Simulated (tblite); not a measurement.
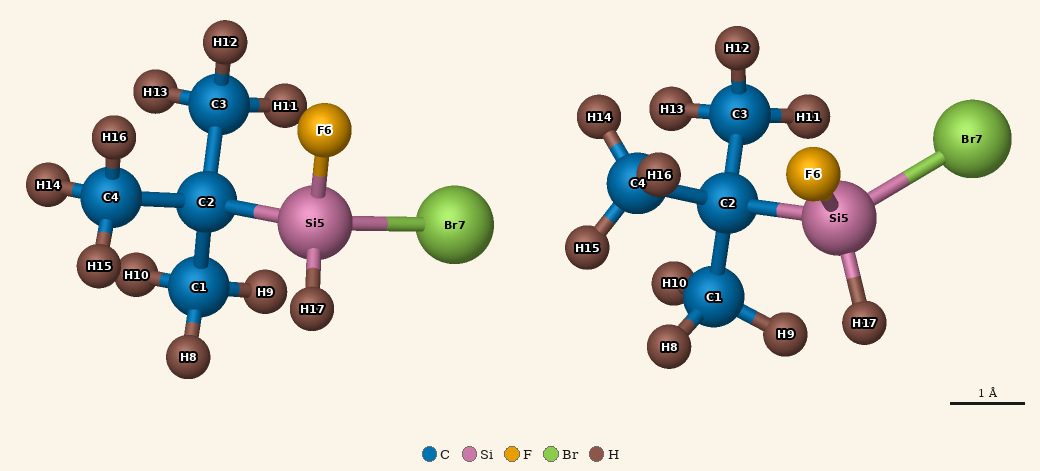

Two geometries of C4H10BrFSi, drawn at one scale. One is the start of a relaxation, the other its converged end. A ball-and-stick model, seen at a tilt.

Method: GFN2-xTB geometry optimisation, gas phase (tblite). 

Which one is relaxed?

Answer. The left one is the relaxed one. The atom that moves furthest after the best rigid fit is Br7 (1.18 Å). By element the largest moves are Br 1.18 Å, H 1.06 Å, F 0.82 Å, C 0.23 Å, Si 0.16 Å. Among the contacts that change: Si5–F6 1.671 → 1.607 Å, Si5–Br7 2.246 → 2.202 Å, C2–C3 1.491 → 1.533 Å, C2–Si5 1.863 → 1.904 Å. Among the angles between lasting bonds that change: C2–Si5–H17 110.0° → 117.4°, H11–C3–H13 113.5° → 108.0°, C2–C1–H8 105.8° → 111.0°. Groups turn about C2–C4 by about 55°, C2–Si5 by about 45°, C1–C2 by about 30°. After 133 geometry steps the energy has fallen by 73.9 kJ/mol. Cost: 1.8 s on 1 thread of Arm Neoverse N1, on a shared host.
